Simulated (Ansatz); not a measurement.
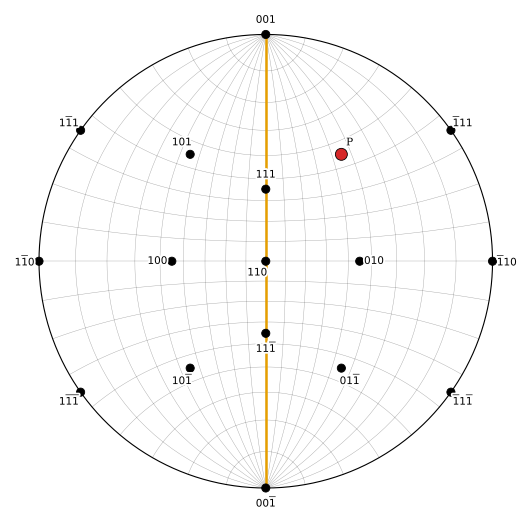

For Zn2C, the input geometry of an electronic-structure calculation (not necessarily at equilibrium); the starting structure was generated, so it need not be a known form of this composition: stereographic projection of plane normals (upper hemisphere) centred on (1 1 0). Symmetry computed with spglib at a tolerance of 0.002 Å; standard conventional cell.

a = 5.156 Å, b = 5.156 Å, c = 5.156 Å, α = 90.00°, β = 90.00°, γ = 90.00°.

> Index the pole marked P.

P is (0 1 1), 60.0° from the centre.

> Which zone does the coloured great circle trace?

The zone [1 −1 0]: its poles satisfy h − k = 0.

> What is the angle between the normals of (−1 1 1) and (0 1 −1), and what are their d_hkl = 1/|g|?

90.0°; d = 2.977 Å and 3.646 Å.
